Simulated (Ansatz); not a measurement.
| atom | x (Å) | y (Å) | z (Å) |
| --- | --- | --- | --- |
| N | -1.3592 | 0.7056 | -0.1591 |
| Si | 0.3807 | 0.5466 | -0.1949 |
| N | 0.6717 | -0.4339 | -1.6023 |
| N | 1.4637 | 1.9013 | -0.4088 |
| H | -1.8030 | 1.1438 | -0.9626 |
| H | -1.7618 | 1.0847 | 0.6936 |
| H | 0.7209 | 0.0289 | 1.1753 |
| H | 1.6438 | -0.6348 | -1.8176 |
| H | 0.1176 | -1.2815 | -1.6825 |
| H | 1.5949 | 2.5079 | 0.3960 |
| H | 1.3356 | 2.4721 | -1.2409 |

Level of theory: Ansatz, RKS PBE0/cc-pVDZ.

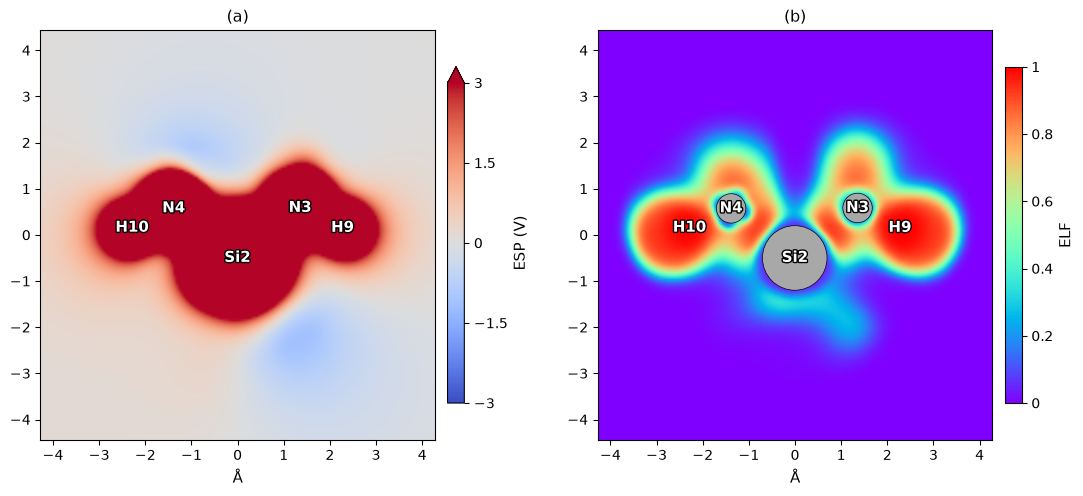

H7N3Si. (a) electrostatic potential; (b) ELF on the plane of atoms Si2, N3 and H9. Grey discs cover the atomic cores in the ELF map.

**Describe what can be read from this map.**

- Atoms in the plane: Si, N and H.
- Si–N (1.74 Å): the ELF peaks at about 0.90 between the atoms, as expected for a shared but strongly polarised pair.
- N–H (1.02 Å): the ELF climbs to about 1 towards the hydrogen, as it does in any bond to H (an ordinary covalent bond to hydrogen).
- Outside the dense part of the molecule the potential is most negative (−1.1 V) near N1 and N4, which lies off the plane.
